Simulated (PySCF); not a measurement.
Molecule: SMILES CC[SiH2][SiH2]c1cccs1. Atoms near the plane z = 1.5 Å, at the GFN2-xTB optimised geometry (x, y, z in Å): Si4 (-1.6, -1.8, -0.1), C5 (-0.4, -0.4, 0.0), C6 (0.9, -0.4, 0.0), C7 (1.5, 0.9, 0.0), C8 (0.6, 1.9, 0.0), S9 (-1.0, 1.3, 0.0), H17 (-0.8, -3.0, 0.3), H18 (-2.6, -1.6, 1.0), H19 (1.5, -1.3, 0.0), H20 (2.6, 1.1, 0.0), H21 (0.7, 3.0, 0.0).

Level of theory: CAM-B3LYP/def2-SVP run with PySCF. The values are rescaled to run from 0 to 1.

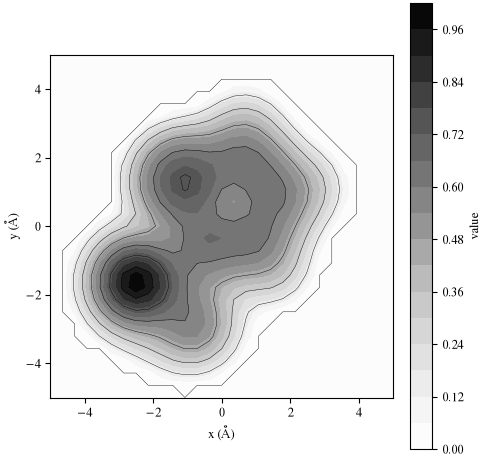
a field on the plane z = 1.5 Å.

Question: Which quantity is mapped?
A. log10 of the electron density
B. Laplacian of the electron density
C. electrostatic potential
D. deformation density (molecule minus spherical neutral atoms)

Answer: A, log10 of the electron density. In full: log10 of the electron density (e/bohr³), floored at −4.
